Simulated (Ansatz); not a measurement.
# BSiH4O2F (SMILES OB(F)O[SiH3]): PBE/6-31G(d) (spherical functions)

What is the vertical ionisation energy of BSiH4O2F at PBE/6-31G* (spherical functions)? 

The calculation is run with Ansatz 0.2.0.

129 further runs of the same task are left out: 1 that didn't finish, 128 set aside as unsound or not needed.

## 1. The system as given

The species is BSiH4O2F (9 atoms), meant as a singlet with charge 0. As SMILES, `OB(F)O[SiH3]`. The coordinates come from a PBE0-D4/def2-TZVP relaxation. This is one conformer, not always the lowest.

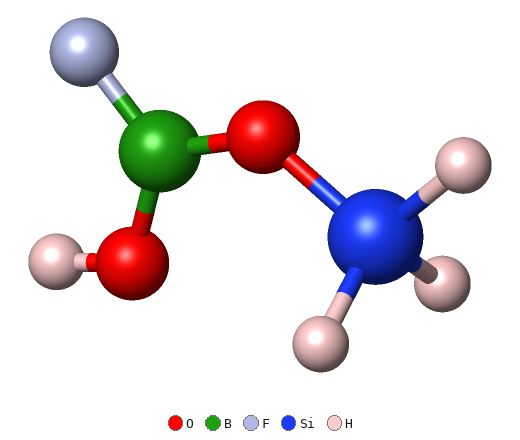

The structure, seen from a chosen angle (oxygen red, boron green, fluorine light blue, silicon blue, hydrogen pink).

## 2. The energy at PBE/6-31G(d) (spherical functions)

Input file job.yaml:

```yaml
crystal:
  periodic: [false, false, false]
  atoms:
    - symbol: O
      position_ang: [-1.614100, 0.556700, 0.394000]
    - symbol: B
      position_ang: [-0.395400, 1.157100, 0.352700]
    - symbol: F
      position_ang: [-0.277300, 2.450800, 0.657900]
    - symbol: O
      position_ang: [0.708900, 0.466900, 0.006200]
    - symbol: Si
      position_ang: [0.934200, -1.114900, -0.425000]
    - symbol: H
      position_ang: [-2.322500, 1.149900, 0.654100]
    - symbol: H
      position_ang: [2.381900, -1.273900, -0.690900]
    - symbol: H
      position_ang: [0.154500, -1.427600, -1.647800]
    - symbol: H
      position_ang: [0.518200, -2.011000, 0.681800]
basis:
  gaussian:
    orbitals: 6-31G_st_-spherical.json
hamiltonian:
  xc: pbe
accuracy: high
output: {orbitals: {seedname: orbitals}}
```

The basis set 6-31G* is read from a file made from the Basis Set Exchange's data (not shown).

On the command line:

```
$ ansatz run job.yaml --threads 1 --pin off --max-ram 3480MiB --events-out events.jsonl --progress --plain --runs-dir runs
```

What it wrote:

```text
Warning: RAYON_NUM_THREADS=1 ignored (pool sized by the plan → 1); use --threads N
Functional definition: PBE
  name "PBE"
  parameter kappa = 0.804
  parameter beta = 0.06672455060314922
  exchange = pbe_x(kappa = kappa, mu = beta*pi^2/3)
  correlation = pbe_c(beta = beta)
1877 factors; integrals over basis functions are off by at most 3.6e-9 eV
mean field evaluation 1: about -15413.7144 eV, gradient 7.0e1 eV
mean field evaluation 2: about -15390.6274 eV, gradient 1.3e2 eV
mean field evaluation 4: about -15421.8329 eV, gradient 8.5e0 eV
mean field evaluation 8: about -15421.9344 eV, gradient 1.3e-1 eV
mean field evaluation 16: about -15421.9344 eV, gradient 5.0e-6 eV
mean field -15421.93442241 eV, -566.7456366610 hartree, gradient 1.4e-8 eV, S^2 0.000000; 0 other end points of the search recorded, 0 dependent functions left out
reference -15421.93442578 eV, -566.7456367847 hartree; 24, 24 occupied and 58, 58 virtual orbitals, 1877 factors
Total energy: -15421.93442578 eV, -566.7456367847 hartree
```

Run time: 3.6 s. Hardware: 1 thread of Intel Xeon 6975P-C (Granite Rapids), shared host; peak memory 0.23 GiB.

## 3. The doublet cation at the same level

Input file molecule.yaml:

```yaml
crystal:
  periodic: [false, false, false]
  atoms:
    - {symbol: O, position_ang: [-1.614100, 0.556700, 0.394000]}
    - {symbol: B, position_ang: [-0.395400, 1.157100, 0.352700]}
    - {symbol: F, position_ang: [-0.277300, 2.450800, 0.657900]}
    - {symbol: O, position_ang: [0.708900, 0.466900, 0.006200]}
    - {symbol: Si, position_ang: [0.934200, -1.114900, -0.425000]}
    - {symbol: H, position_ang: [-2.322500, 1.149900, 0.654100]}
    - {symbol: H, position_ang: [2.381900, -1.273900, -0.690900]}
    - {symbol: H, position_ang: [0.154500, -1.427600, -1.647800]}
    - {symbol: H, position_ang: [0.518200, -2.011000, 0.681800]}
basis:
  gaussian:
    orbitals: 6-31G_st_-spherical.json
magnetization:
  spin_polarized: true
  initial_magnetization: 1
hamiltonian:
  xc: pbe
accuracy: high
output: {orbitals: {seedname: orbitals}}
total_charge: 1
```

The basis set 6-31G* is read from a file made from the Basis Set Exchange's data (not shown).

On the command line:

```
$ ansatz run molecule.yaml --threads 1 --pin off --max-ram 3480MiB --events-out events.jsonl --progress --plain --runs-dir runs
```

What it wrote:

```text
Warning: RAYON_NUM_THREADS=1 ignored (pool sized by the plan → 1); use --threads N
Functional definition: PBE
  name "PBE"
  parameter kappa = 0.804
  parameter beta = 0.06672455060314922
  exchange = pbe_x(kappa = kappa, mu = beta*pi^2/3)
  correlation = pbe_c(beta = beta)
1875 factors; integrals over basis functions are off by at most 3.6e-9 eV
mean field evaluation 1: about -15391.1612 eV, gradient 7.4e1 eV
mean field evaluation 2: about -15160.8967 eV, gradient 2.0e2 eV
mean field evaluation 4: about -15402.5339 eV, gradient 3.8e1 eV
mean field evaluation 8: about -15409.6789 eV, gradient 1.4e1 eV
mean field evaluation 16: about -15411.2157 eV, gradient 1.1e-2 eV
mean field evaluation 32: about -15410.7534 eV, gradient 6.5e0 eV
mean field evaluation 64: about -15410.8936 eV, gradient 4.5e0 eV
mean field -15411.21570339 eV, -566.3517310024 hartree, gradient 2.3e-8 eV, S^2 0.753871; 10 other end points of the search recorded, 0 dependent functions left out
reference -15411.21570669 eV, -566.3517311238 hartree; 24, 23 occupied and 58, 59 virtual orbitals, 1875 factors
Total energy: -15411.21570669 eV, -566.3517311238 hartree
```

Run time: 14 s. Hardware: 1 thread of Intel Xeon 6975P-C (Granite Rapids), shared host; peak memory 0.3 GiB.

## 4. What came out

Level: PBE/6-31G* (spherical functions).

```
                                          quantity          value
                    singlet BSiH4O2F: total energy  -566.74564 Eh
                     singlet BSiH4O2F: HOMO energy       -7.42 eV
                     singlet BSiH4O2F: LUMO energy       -0.30 eV
                   singlet BSiH4O2F: HOMO–LUMO gap        7.12 eV
                      doublet cation: total energy  -566.35173 Eh
doublet cation: HOMO energy (highest over α and β)      -13.92 eV
                              doublet cation: ⟨S²⟩          0.754
vertical ionisation energy (to the doublet cation)      10.719 eV
```

Removing an electron at fixed nuclei costs 10.72 eV (247 kcal/mol). −ε(HOMO) before ionisation, 7.42 eV, is 3.30 eV below this ionisation energy.
